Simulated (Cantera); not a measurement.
Charge: 1 mol V, 0.26 mol O2, 3 mol N2O, held at 100 Torr.

Method: chemical equilibrium by Gibbs-energy minimisation in Cantera with the NASA 1993 tables (ideal gas, pure condensed phases). Candidate condensed phases: V, VN, VO, V2O3, V2O4, V2O5; 13 gas species. Condensed phases not in the tables: the oxides between V2O3 and V2O5 other than VO2. The numbers say what is thermodynamically allowed, not how fast it happens.

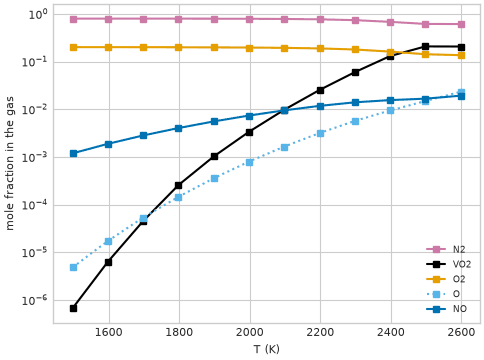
*Equilibrium gas composition (values under 1e-9 drawn at 1e-9)*

From 1498 K to 1798 K the condensed part is V2O4(s). From 1898 K to 2398 K the condensed part is V2O4(l). From 2498 K to 2598 K nothing is condensed. The main V-bearing gas is VO2 throughout.
